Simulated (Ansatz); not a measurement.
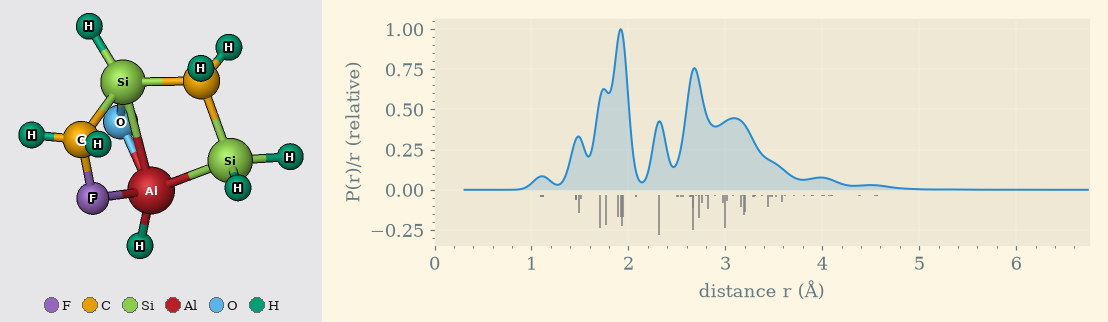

Simulated gas electron diffraction: radial distribution curve of C2H8AlFOSi2. Each pair of atoms contributes with weight ZᵢZⱼ/r (bars below the curve); damping constant 0.001 Å²; vibrational amplitudes assumed, not computed: 0.05 Å for bonds, 0.078 Å for bonds to H, 0.06 + 0.015 r up to 0.15 Å for other pairs. The geometry is the end point of an optimisation (RKS PBE-D4/STO-3G (Ansatz 0.2.0)); it may be a saddle point or a higher isomer. SMILES: FC[SiH]1C[SiH2][AlH][O]1.

Which pairs of atoms lie under the first 8 clear peaks? Mark bonded pairs by – and others by ···.

Answer. Peak 1, 1.11 Å: C–H 1.10–1.12 Å (×4)
Peak 2, 1.48 Å: Si–H 1.46 Å (×3), F–C 1.49 Å, Al–H 1.51 Å
Peak 3, 1.75 Å: Si–O 1.71 Å, Al–O 1.77 Å, not resolved
Peak 4, 1.92 Å: Si–C 1.90–1.95 Å (×3), Al–F 1.93 Å, not resolved
Peak 5, 2.32 Å: Si–Al 2.32 Å
Peak 6, 2.68 Å: Si···H 2.50–2.64 Å (×6), F···O 2.67 Å, Si–Al 2.67 Å, Si···F 2.73 Å, Al···C 2.82 Å, not resolved
Peak 7, 3.09 Å: Si···Si 3.00 Å, Al···C 3.16 Å, Si···F 3.19 Å, Si···O 3.21 Å, not resolved; in its flanks Si···C 3.44 Å
Peak 8, 3.98 Å: Al···H 3.82–4.02 Å (×3), F···H 3.89–4.00 Å (×2), O···H 3.90–4.09 Å (×2), Si···H 3.90–4.10 Å (×3), C···H 3.96–4.01 Å (×3), not resolved
